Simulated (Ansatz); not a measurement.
# BaCeSe3 (model cell, started as cubic perovskite with Ce in the octahedra): a soft mode frozen in, part 2 of 2

Aim: this structure of BaCeSe3 (model cell, started as cubic perovskite with Ce in the octahedra) is to be tested for unstable modes, and one is followed downhill.

Ansatz 0.2.0; DFT PBEsol, scalar-relativistic, plane waves, PAW; PAW set soft_1.

So far, highest frequency on the path or at a solved wavevector (cm⁻¹): step 2 (the dispersion) 271. Also lowest frequency on the path (cm⁻¹): step 2 -70.3.

The structure was built from a prototype and need not be the compound's stable phase.

### 5. Energy along the mode, all amplitudes (two of the runs are shown above)

An imaginary frequency means negative curvature, so the energy should fall and then rise again as anharmonic terms take over.

This step gave:

```yaml
depth_at_the_lowest_point_sampled: 58.52 meV/atom
largest_atomic_shift_at_that_point: 0.6 Å
```

The energy from the parent by largest atomic shift:

```
largest atomic shift (Å)  energy from the parent (meV/atom)
                   0.000                                  0
                   0.040                             -0.415
                   0.080                              -1.65
                   0.140                              -4.97
                   0.220                              -11.8
                   0.320                              -23.4
                   0.450                              -40.6
                   0.600                              -58.5
```

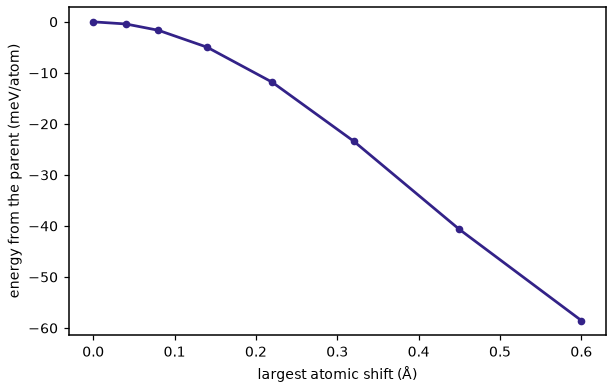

Energy from the parent against largest atomic shift.

Displacement at unit largest shift by atom:

```
atom  x (Å)  y (Å)  z (Å)  size
 Ba1   0.00   0.00   0.00  0.00
 Ba2   0.00   0.00   0.00  0.00
 Ce3   0.00   0.00   0.00  0.00
 Ce4   0.00   0.00   0.00  0.00
 Se5   0.00  -1.00   0.00  1.00
 Se6   0.00   1.00   0.00  1.00
 Se7   0.00   0.00   1.00  1.00
 Se8   0.00   0.00  -1.00  1.00
 Se9   0.00   0.00   0.00  0.00
Se10   0.00   0.00   0.00  0.00
```

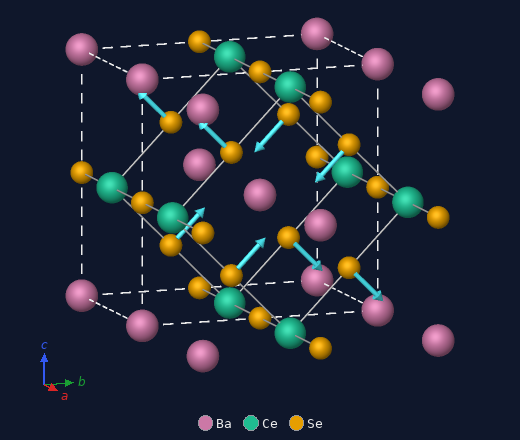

Displacement at unit largest shift as arrows, the longest 1 Å. 2×1×1 cells are drawn. Some periodic images of atoms are drawn too.

The lowest of the steps tried is the last one, at 0.6 Å, 58.5 meV/atom below the parent; the bottom of the well need not coincide with a step.

### 6. Relaxation from the frozen mode

Starting from the lowest point found, all atoms and the cell are let go, so that strain and other modes of the same symmetry can join in.

input.yaml reads:

```yaml
crystal:
  lattice:
    - [-5.4631095288, 0.0, 0.0]
    - [0.0, -5.4631095288, -5.4631095288]
    - [0.0, -5.4631095288, 5.4631095288]
  atoms:
    - { symbol: Ba, position: [0.0, 0.5, 0.5] }
    - { symbol: Ba, position: [0.0, 0.0, 0.0] }
    - { symbol: Ce, position: [0.5, 1.0, 0.5] }
    - { symbol: Ce, position: [0.5, 0.5, 0.0] }
    - { symbol: Se, position: [0.5, 0.304913781, 0.304913781] }
    - { symbol: Se, position: [0.5, 0.695086219, 0.695086219] }
    - { symbol: Se, position: [0.5, 0.195086219, 0.804913781] }
    - { symbol: Se, position: [0.5, 0.804913781, 0.195086219] }
    - { symbol: Se, position: [0.0, 1.0, 0.5] }
    - { symbol: Se, position: [0.0, 0.5, 0.0] }
kpoints:
  mp_grid: { grid: [6, 4, 4] }
hamiltonian:
  xc: pbesol
  pseudopotentials: { kind: paw, azcp: { folder: soft_1 }, xc_functional: pbe }
scf:
  occupations: { method: fixed }
output:
  forces: true
  stress: true
  eigenvalues: true
relax:
  adjacent_minimum: "off"
  f_tol: 0.002
  max_steps: 120
  cell: { stress_tol: 0.03 }
```

On the command line:

```
$ ansatz run input.yaml --threads 4 --pin off --max-ram 16384MiB --backend cpu --events-out ev --progress --plain --runs-dir out
```

Numbers of over 12 decimals in the logs are rounded to 6 here.

The log of the run:

```text
[...]
Crystal: 10 atoms, lattice volume = 326.099 Å³
Basis set: ecut = 420 eV, 6359 PW (Γ), exchange–correlation on 80×108×108 points (8 copies of the dense FFT grid, shifted against one another)
Bands: 84, of which v1, the nominal top of the filled ones, is band 70 counted from 1 (69 counted from 0)
Symmetry: 16 space group operations
[...]
k-points: 24 of 96
[...]
SCF iter   1: F=—  HF=-57275.442055 eV  |F-HF|=—  |Δ(HF+E_count)|=         —  Δρ=3.52e-1  dr2=6.67e2  ethr=3.10e-3  ⟨swp⟩=4.0  Hψ=6107  notcnv=0  defer=194
[...]
SCF iter  16: F=-57257.946509 eV  HF=-57257.946509 eV  |F-HF|=8.68e-8  |Δ(HF+E_count)|=   2.17e-8  Δρ=4.22e-6  dr2=8.78e-8  ethr=7.14e-11  ⟨swp⟩=11.7  Hψ=10597  notcnv=0
SCF 1 converged in 16 iterations: F = -57257.946509 eV  dr2 = 8.78e-8
[...]
relax step   1: F+E_penalty+E_count = -57257.94650911 eV  Δ(F+E_penalty+E_count) = +0.000e0 eV  max|allowed force component| = 2.418e-1 eV/Å  Δτ_max = 0.0000 Å  P = -1.021 GPa  Ω = 326.099 Å³  (16 SCF iters, dr2 threshold 1.00e-7 eV, accepted)
Crystal: 10 atoms, lattice volume = 315.538 Å³
Basis set: ecut = 420 eV, 6139 PW (Γ), exchange–correlation on 80×108×108 points (8 copies of the dense FFT grid, shifted against one another)
[...]
iter 1 solved again at ethr=1.50e-4 eV; its pass at ethr=3.10e-3 eV (dr2=2.09e-1 eV) is discarded
[...]
SCF iter   9: F=-57258.174807 eV  HF=-57258.174807 eV  |F-HF|=3.13e-8  |Δ(HF+E_count)|=   4.05e-8  Δρ=5.64e-6  dr2=1.48e-7  ethr=7.14e-10  ⟨swp⟩=10.5  Hψ=10864  notcnv=0
the search or the solves at the SCF's close seem to have found levels that the self-consistency loop had missed (the run counts 1). By its estimate they hold under 1e-12 electrons; where the run keeps them, the occupations were computed again with them
SCF 2 converged in 9 iterations: F = -57258.174807 eV  dr2 = 1.48e-7
[...]
relax step   2: F+E_penalty+E_count = -57258.17480679 eV  Δ(F+E_penalty+E_count) = -2.283e-1 eV  max|allowed force component| = 1.818e-1 eV/Å  Δτ_max = 0.1527 Å  P = -0.079 GPa  Ω = 315.538 Å³  energy of the carried Pulay correction = +5.330e-4 eV  (9 SCF iters, dr2 threshold 1.00e-6 eV, accepted)
Crystal: 10 atoms, lattice volume = 313.981 Å³
Basis set: ecut = 420 eV, 6179 PW (Γ), exchange–correlation on 80×108×108 points (8 copies of the dense FFT grid, shifted against one another)
[...]
SCF iter   9: F=-57258.212519 eV  HF=-57258.212520 eV  |F-HF|=3.19e-7  |Δ(HF+E_count)|=   2.81e-6  Δρ=1.29e-5  dr2=5.55e-7  ethr=7.14e-10  ⟨swp⟩=10.2  Hψ=12897  notcnv=0
SCF 3 converged in 9 iterations: F = -57258.212519 eV  dr2 = 5.55e-7
[...]
relax step   3: F+E_penalty+E_count = -57258.21251938 eV  Δ(F+E_penalty+E_count) = -3.771e-2 eV  max|allowed force component| = 1.899e-1 eV/Å  Δτ_max = 0.1955 Å  P = -0.595 GPa  Ω = 313.981 Å³  energy of the carried Pulay correction = +6.130e-4 eV  (9 SCF iters, dr2 threshold 1.00e-6 eV, accepted)
[...]
relax step   4: F+E_penalty+E_count = -57258.23871049 eV  Δ(F+E_penalty+E_count) = -2.619e-2 eV  max|allowed force component| = 2.840e-2 eV/Å  Δτ_max = 0.0672 Å  P = +0.065 GPa  Ω = 311.109 Å³  energy of the carried Pulay correction = +7.617e-4 eV  (8 SCF iters, dr2 threshold 1.00e-6 eV, accepted)
[...]
relax step   5: F+E_penalty+E_count = -57258.23935223 eV  Δ(F+E_penalty+E_count) = -6.417e-4 eV  max|allowed force component| = 1.304e-3 eV/Å  Δτ_max = 0.0076 Å  P = -0.003 GPa  Ω = 311.395 Å³  energy of the carried Pulay correction = +7.468e-4 eV  (7 SCF iters, dr2 threshold 5.04e-8 eV, accepted)
Basis set: ecut = 420 eV, 6163 PW (Γ), exchange–correlation on 80×100×100 points (8 copies of the dense FFT grid, shifted against one another)
[...]
SCF iter   9: F=-57258.238515 eV  HF=-57258.238515 eV  |F-HF|=7.28e-12  |Δ(HF+E_count)|=  7.28e-12  Δρ=3.65e-8  dr2=8.12e-12  ethr=1.00e-12  ⟨swp⟩=10.5  Hψ=10267  notcnv=0
SCF 6 converged in 9 iterations: F = -57258.238515 eV  dr2 = 8.12e-12
relax step   6: F+E_penalty+E_count = -57258.23851531 eV  Δ(F+E_penalty+E_count) = +8.369e-4 eV  max|allowed force component| = 1.297e-3 eV/Å  Δτ_max = 0.0000 Å  P = -0.001 GPa  Ω = 311.395 Å³  stress off target by 1.16e-2 GPa  SCF on the basis re-selected at this cell (its energy is not comparable with the rows above)  (9 SCF iters)
basis re-selected at this cell: Δ(F+E_penalty+E_count) = +8.369e-4 eV, ΔP = +0.002 GPa vs the last step (what re-selecting the basis moved, of the pressure what is left beyond the Pulay correction that the steps carried, after the strain that the cell walked since its last selection, with what the two solves' SCF thresholds leave and, on support functions, any second-order correction that the steps lacked; it is no measure of the basis error at this ecutwfc). The dense FFT grid was sized anew with the basis: this SCF ran on 40×50×50 points, the steps before it on 40×54×54, so part of this shift can come from that change (see relax.cell in the input reference). [rest of the remark cut]
SCF converged after 9 iterations
Free energy (F): -57258.238515 eV
[...]
Internal energy: -57258.238515 eV  (E = F + TS)
E sigma→0 (E₀):  -57258.238515 eV
Fermi energy:    7.591911 eV
[...]
--- Forces (eV/Å), atoms counted from 1 ---
  atom   1  Ba     0.00000000    -0.00000000     0.00000000
  atom   2  Ba    -0.00000000    -0.00000000     0.00000000
  atom   3  Ce    -0.00000000     0.00000000     0.00000000
  atom   4  Ce     0.00000000     0.00000000     0.00000000
  atom   5  Se     0.00000000    -0.00129655    -0.00000000
  atom   6  Se    -0.00000000     0.00129655     0.00000000
  atom   7  Se    -0.00000000     0.00000000     0.00129655
  atom   8  Se     0.00000000    -0.00000000    -0.00129655
  atom   9  Se     0.00000000    -0.00000000    -0.00000000
  atom  10  Se    -0.00000000     0.00000000     0.00000000
  max |Σ_I F_I| component: 4.34e-19 eV/Å
--- Stress (GPa, compression-positive) ---
       -0.011641       0.000000       0.000000
        0.000000       0.004189      -0.000000
        0.000000      -0.000000       0.004189
  P = ⅓ Tr σ = -0.0011 GPa (-0.011 kbar)
--- Band table (eV; the first three rows and the last of 24) ---
  k-point 0: bands = [... 66 lower, 6.7251, 6.9533, 7.2632, 7.2632, 8.3734, 8.3788, 8.4162, 8.4584, ... 10 higher]
  k-point 1: bands = [... 66 lower, 6.7252, 6.9082, 7.1485, 7.2577, 8.3718, 8.3757, 8.4225, 8.4785, ... 10 higher]
  k-point 2: bands = [... 66 lower, 6.8106, 6.8106, 7.3110, 7.3110, 8.3712, 8.3712, 8.4576, 8.4576, ... 10 higher]
  k-point 23: bands = [... 66 lower, 6.8699, 6.8699, 7.1086, 7.1086, 8.3662, 8.3662, 8.3797, 8.3797, ... 10 higher]
--- Relaxed structure (5 steps of the walk, 5 accepted, 1 SCFs on fresh bases) ---
  F+E_penalty+E_count = -57258.23851531 eV   max|allowed force component| = 1.297e-3 eV/Å   (the final SCF, on the basis selected at the relaxed cell)
  cell:  # Å, volume = 311.3952 Å³
    - [-5.603588, 0, 0]
    - [0, -5.271180, -5.271180]
    - [0, -5.271180, 5.271180]
  atoms:
    - { symbol: Ba, position: [0, 0.5, 0.5] }
    - { symbol: Ba, position: [0, 0, 0] }
    - { symbol: Ce, position: [0.5, 1.000000, 0.500000] }
    - { symbol: Ce, position: [0.5, 0.5, 0.0] }
    - { symbol: Se, position: [0.5, 0.331324, 0.331324] }
    - { symbol: Se, position: [0.5, 0.668676, 0.668676] }
    - { symbol: Se, position: [0.5, 0.168676, 0.831324] }
    - { symbol: Se, position: [0.5, 0.831324, 0.168676] }
    - { symbol: Se, position: [0, 1.000000, 0.500000] }
    - { symbol: Se, position: [0, 0.5, 0.0] }
```

The job ended after 88 s (4 threads of Arm Neoverse V2, shared host; peak memory 1.2 GiB).

Relaxation path:

```
step  energy less that of the first step (eV)  largest force component (eV/Å)  pressure (GPa)  volume (Å³)
   1                                   0.0000                          0.2418           -1.02       326.10
   2                                  -0.2283                          0.1818           -0.08       315.54
   3                                  -0.2660                          0.1899           -0.59       313.98
   4                                  -0.2922                          0.0284            0.06       311.11
   5                                  -0.2928                          0.0013            0.00       311.40
  6*                                  -0.2920                          0.0013            0.00       311.40
```

Relaxation steps marked * repeat the geometry before them on a plane-wave basis chosen anew for their cell, so energy and pressure can jump there.

Forces are held to the 16 operations that the run works with; a distortion that breaks them can't arise in this run.

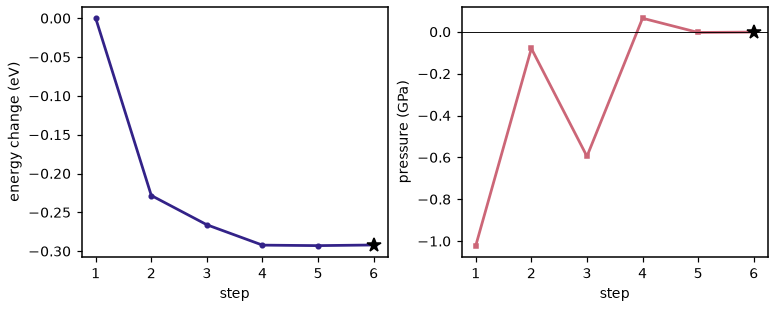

Energy and pressure along the relaxation. Stars mark steps on a basis chosen anew.

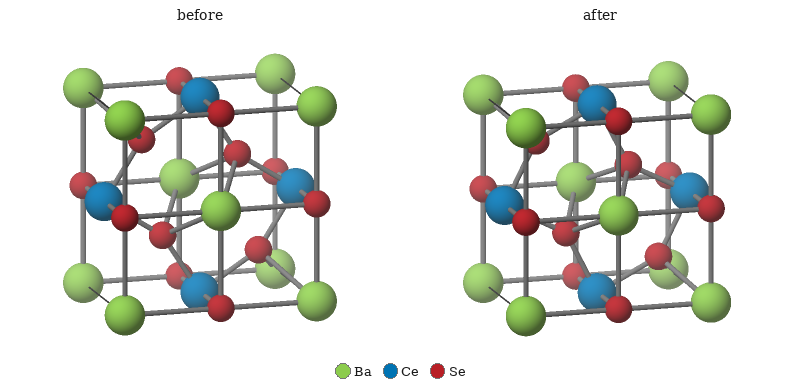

The structure before and after the relaxation, drawn at the same scale.

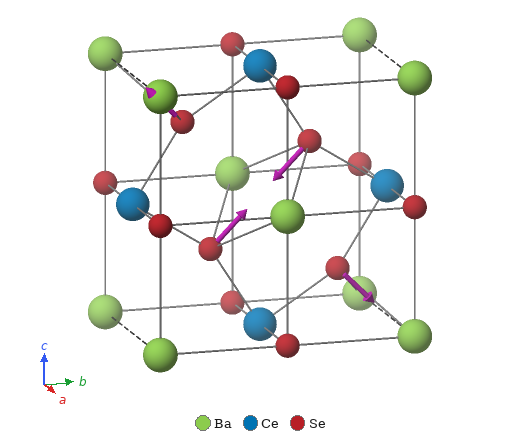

Displacements in the relaxation, exaggerated, measured against the changing cell; the longest in the cell stands for 0.28 Å. Some periodic images of atoms are drawn too.

```
     cell as run  before  after  change
           a (Å)   5.463  5.604  +2.6 %
           b (Å)   7.726  7.455  -3.5 %
           c (Å)   7.726  7.455  -3.5 %
volume (Å³/atom)   32.61  31.14  -4.5 %
```

The atoms that moved most (Å, as changes of fractional coordinates times the final cell):

```
atom     dx      dy      dz  length
 Se5  0.000  -0.278   0.000   0.278
 Se8  0.000   0.000  -0.278   0.278
 Se7  0.000   0.000   0.278   0.278
 Se6  0.000   0.278   0.000   0.278
```

This step gave:

```
pressure          : -0.001088 GPa
gap on the k-mesh : 0.7391 eV
volume per atom   : 31.14 Å³
```

The distorted start has space group P4/mbm; the relaxation ends in P4/mbm.

### 7. The new phase in its own primitive cell

The relaxed structure is symmetrised, reduced to its primitive cell and relaxed tightly, as its phonons need.

input.yaml reads:

```yaml
crystal:
  lattice:
    - [7.4545747385, 0.0, 0.0]
    - [0.0, 7.4545747385, 0.0]
    - [0.0, 0.0, 5.6035882833]
  atoms:
    - { symbol: Ba, position: [0.5, 0.0, 0.0] }
    - { symbol: Ba, position: [0.0, 0.5, 0.0] }
    - { symbol: Ce, position: [0.0, 0.0, 0.5] }
    - { symbol: Ce, position: [0.5, 0.5, 0.5] }
    - { symbol: Se, position: [0.3313237858, 0.8313237858, 0.5] }
    - { symbol: Se, position: [0.6686762142, 0.1686762142, 0.5] }
    - { symbol: Se, position: [0.1686762142, 0.3313237858, 0.5] }
    - { symbol: Se, position: [0.8313237858, 0.6686762142, 0.5] }
    - { symbol: Se, position: [0.0, 0.0, 0.0] }
    - { symbol: Se, position: [0.5, 0.5, 0.0] }
kpoints:
  mp_grid: { grid: [4, 4, 6] }
hamiltonian:
  xc: pbesol
  pseudopotentials: { kind: paw, azcp: { folder: soft_1 }, xc_functional: pbe }
scf:
  occupations: { method: fixed }
output:
  forces: true
  stress: true
  eigenvalues: true
relax:
  adjacent_minimum: "off"
  f_tol: 0.001
  max_steps: 60
  cell: { stress_tol: 0.01 }
```

The log of the run:

```text
[...]
Crystal: 10 atoms, lattice volume = 311.395 Å³
Basis set: ecut = 420 eV, 6163 PW (Γ), exchange–correlation on 100×100×80 points (8 copies of the dense FFT grid, shifted against one another)
Bands: 84, of which v1, the nominal top of the filled ones, is band 70 counted from 1 (69 counted from 0)
Symmetry: 16 space group operations
[...]
k-points: 24 of 96
[...]
- { symbol: Ba, position: [0, 0.5, 0.0] }
    - { symbol: Ce, position: [0, 0, 0.500000] }
    - { symbol: Ce, position: [0.5, 0.5, 0.500000] }
    - { symbol: Se, position: [0.331364, 0.831364, 0.500000] }
    - { symbol: Se, position: [0.668636, 0.168636, 0.500000] }
    - { symbol: Se, position: [0.168636, 0.331364, 0.500000] }
    - { symbol: Se, position: [0.831364, 0.668636, 0.500000] }
    - { symbol: Se, position: [0, 0, 0.0] }
    - { symbol: Se, position: [0.5, 0.5, 0.0] }
[key lines of the parts left out:]
SCF converged after 7 iterations
Free energy (F): -57258.238518 eV
Fermi energy:    7.592171 eV
P = ⅓ Tr σ = -0.0007 GPa (-0.007 kbar)
```

Wall time 50 s (4 threads); peak memory 1.2 GiB; 3.3 min of CPU time.

Little changed from the start: no atom moved by 0.005 Å and no cell edge by 0.1 %.

Numbers from this step:

- pressure: -6.76e-4 GPa
- gap on the k-mesh: 0.7388 eV
- direct gap on mesh: 0.7388 eV

The largest force component left is 0.30 meV/Å and the pressure is -0.001 GPa, within the tolerances set. The cell now holds 31.14 Å³/atom.

### 8. The phases reached

The phases reached along the modes that were followed are set side by side.

Energies are those of the first relaxation, on the mesh of the frozen mode; space group, volume and gap are those of the last relaxation. Phases, by row:

```
                  mode frozen in  space group  energy from parent (meV/atom)  volume (Å³/atom)  gap on mesh (eV)  lowest zone-centre optical mode (cm⁻¹)  largest shift (Å)
                          parent        Pm-3m                              0             32.61             0.693                                       –                  –
q = (-0.5, -0.5, -0.5), 70i cm⁻¹       I4/mcm                         -98.46             31.04             1.063                                       –              0.867
q = (-0.5, -0.5, -0.5), 70i cm⁻¹         R-3c                         -90.61             31.33             0.947                                       –              0.676
q = (-0.5, -0.5, -0.5), 70i cm⁻¹         Imma                         -100.4             31.36              0.83                                       –              0.812
   q = (0, -0.5, -0.5), 67i cm⁻¹       P4/mbm                         -87.72             31.14             0.739                                       –              0.857
```

### 9. Outcome

```json
{"unstable mode of the parent": "q = (0, -0.5, -0.5), 67i cm⁻¹", "depth at the lowest point sampled": "58.5 meV/atom", "largest atomic shift at that point": "0.6 Å", "space group reached (within 0.01 Å)": "P4/mbm", "energy gained over the parent (first relaxation, on the mesh of the frozen mode)": "87.7 meV/atom", "volume per atom, phase reached": "31.1 Å³", "gap on the k-mesh, phase reached": "0.739 eV"}
```

In words: Along this mode the structure falls into P4/mbm, 87.7 meV/atom below the parent. At the parent's cell the well is 58.52 meV/atom deep on the steps tried, with its lowest point at a shift of 0.6 Å. That is the last step tried, so the steps alone don't bracket the bottom of the well. Relaxing atoms and cell changes the gain by +29.20 meV/atom against the lowest step (energies at zero smearing). The modes of the phase reached were not computed on this path. Of the 4 patterns followed to their end from this parent, this one ends 12.7 meV/atom above the lowest, Imma. Each path keeps the symmetry of its pattern, so a lower phase may lie along a pattern not tried. The phonon runs are without spin polarisation, although Ce often carries a moment. The 4f shell is treated without a U, so valence and screening may be off. Spin-orbit coupling is left out, which can matter for the heavy elements here. The PAW files were made for PBE and serve the other functionals too. The starting cell was built on a prototype and not taken from a measurement, so the phase need not exist.

[Logs are printed without paths, hosts, clocks, repeated set-up lines and the standing remarks that a program may print on its own settings, such as how far it seeks lower states.]

[Hosts, paths, dates, database ids (printed as entryN), source tags and the programs' standing remarks are cut or masked in the printed files.]
